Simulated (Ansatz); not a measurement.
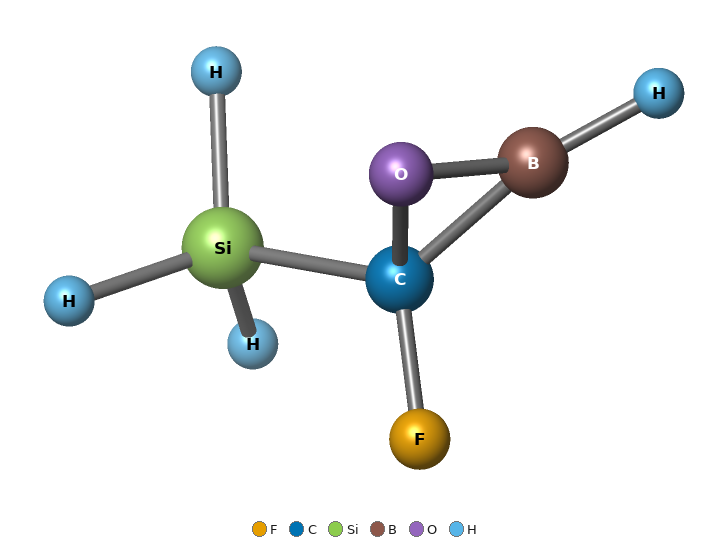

The geometry was computed by an optimisation with PBE0-D4/def2-TZVP.

Question: Give the formula.

Answer: CH₄BFOSi, 9 atoms: 1 carbon, 4 hydrogen, 1 boron, 1 fluorine, 1 oxygen and 1 silicon.

Question: How many bonds of each kind are drawn?

Answer: 3 Si–H, 1 C–F, 1 C–Si, 1 C–B, 1 B–O, 1 C–O, 1 B–H.

The parts below concern this one geometry. Atoms keep their numbers from picture to picture.

Geometry

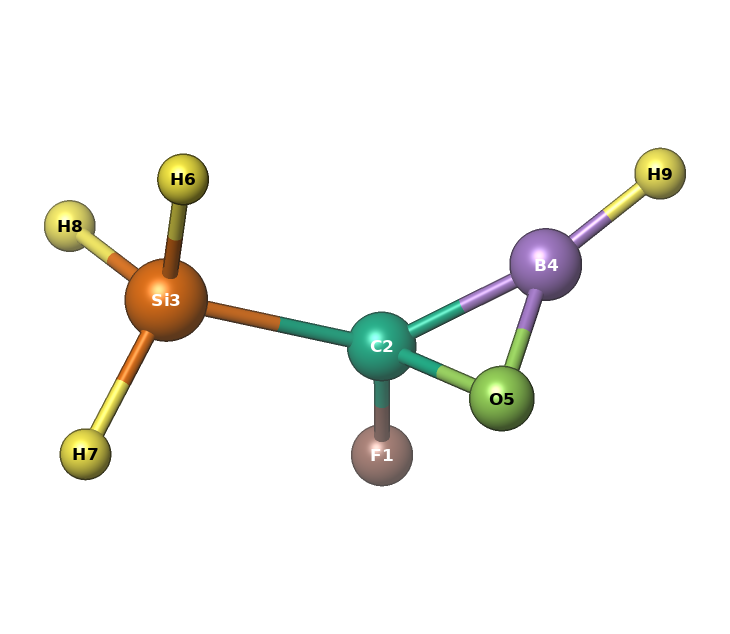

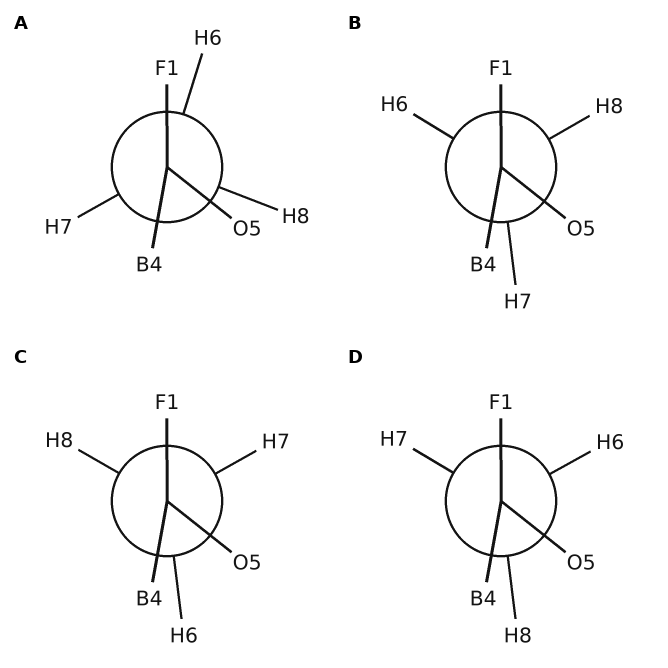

Depth is shown by fading: the farther an atom, the more it takes the colour of the background. Bonds that would overlap in a projection are set slightly apart.

Question: Which Newman projection shows the view along C2–Si3, with C2 in front?

Answer: C. The torsion angle F1–C2–Si3–H6 is −179°, antiperiplanar (anti).

Dipole moment

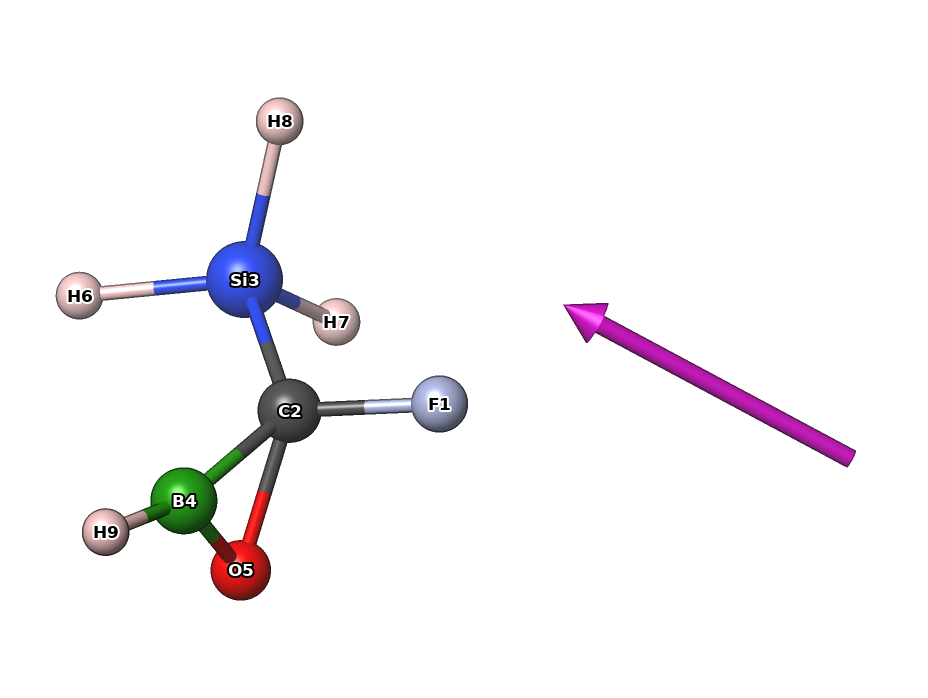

The arrow beside the molecule shows the direction of the dipole moment, from the negative to the positive end (its length means nothing). Level of theory: RKS ωB97M-V/def2-TZVPP (Ansatz 0.2.0).

Question: How large is the dipole moment?

Answer: 1.72 D; it points from the side of F1 to the side of H6 (the outermost atoms at the two ends).

Levels of theory compared

Program: Ansatz 0.2.0.

Compare HOMO energy (eV) at these levels: B3LYP-D4/def2-TZVPP; B97M-V/def2-TZVPP; BLYP-D4/def2-TZVPP; CAM-B3LYP-D4/def2-TZVPP; PBE0-D4/def2-TZVPP; r2SCAN-D4/def2-TZVPP; r2SCAN0-D4/def2-TZVPP; r2SCANh-D4/def2-TZVPP; revPBE-D4/def2-TZVPP; ωB97M-V/def2-TZVPP; ωB97X-V/def2-TZVPP.

```json
{"level": "B3LYP-D4/def2-TZVPP", "HOMO energy (eV)": "−7.85"}
{"level": "B97M-V/def2-TZVPP", "HOMO energy (eV)": "−7.02"}
{"level": "BLYP-D4/def2-TZVPP", "HOMO energy (eV)": "−6.55"}
{"level": "CAM-B3LYP-D4/def2-TZVPP", "HOMO energy (eV)": "−9.50"}
{"level": "PBE0-D4/def2-TZVPP", "HOMO energy (eV)": "−8.05"}
{"level": "r2SCAN-D4/def2-TZVPP", "HOMO energy (eV)": "−6.89"}
{"level": "r2SCAN0-D4/def2-TZVPP", "HOMO energy (eV)": "−8.22"}
{"level": "r2SCANh-D4/def2-TZVPP", "HOMO energy (eV)": "−7.42"}
{"level": "revPBE-D4/def2-TZVPP", "HOMO energy (eV)": "−6.57"}
{"level": "ωB97M-V/def2-TZVPP", "HOMO energy (eV)": "−10.35"}
{"level": "ωB97X-V/def2-TZVPP", "HOMO energy (eV)": "−10.46"}
```

Charges

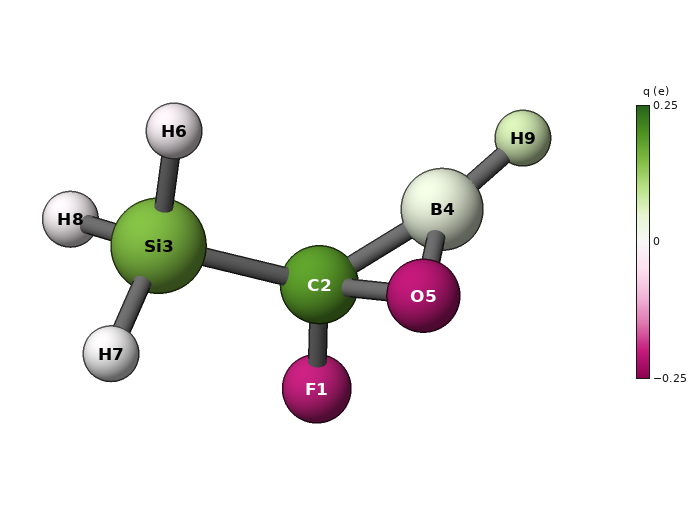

Atoms are coloured by their Mulliken charges. Properties computed with RKS PBE0-D4/def2-TZVP (Ansatz 0.2.0).

Give the Mulliken charges atom by atom.

```tsv
atom	value (e)
F1	−0.20
C2	0.18
Si3	0.15
B4	0.03
O5	−0.20
H6	−0.01
H7	0.00
H8	−0.01
H9	0.07
```

Mulliken values depend strongly on the basis set and can even reverse the polarity of a bond.
